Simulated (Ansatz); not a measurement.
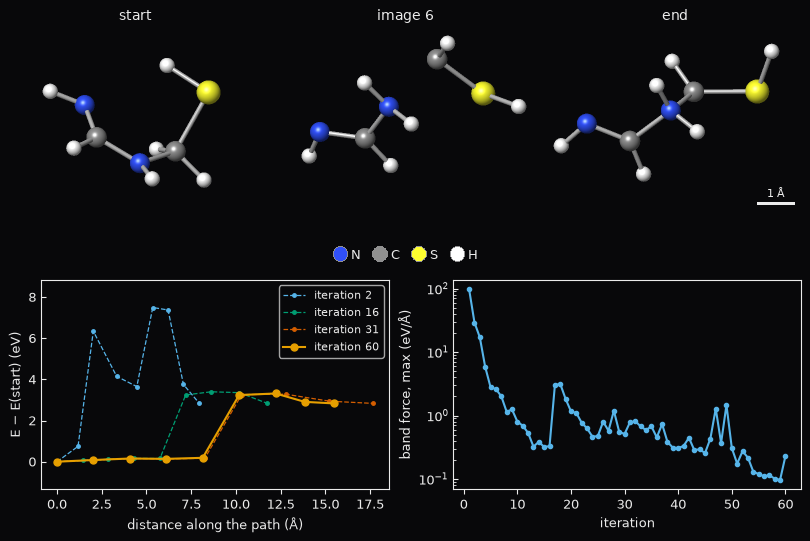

A nudged-elastic-band calculation for C$_{2}$H$_{6}$N$_{2}$S. Images are numbered from 0 (start) to 8 (end). The plot follows the band through its iterations. A ball-and-stick model, seen at a tilt.

Method: RKS PBE/def2-SVP (Ansatz). Set-up: 7 movable images; climbing image; force threshold 0.05 eV/Å; iteration limit 60; starting path through a guess of the saddle point.

Q: How did the profile develop, and is the result final?

A: The result isn't final. The band hadn't converged when the run stopped after 60 iterations. The largest component of the band force went from 98 to 0.23 eV/Å. The barrier read from it is provisional, though the highest image hardly moved in the last two iterations. The first iteration put the highest image at 19.20 eV. The highest point, image 6, lies 3.31 eV above the start and 0.48 eV above the end; the end is at +2.83 eV relative to the start.

The run took 13 min on 2 threads of Arm Neoverse V1, on a shared host, peak memory 0.14 GiB.
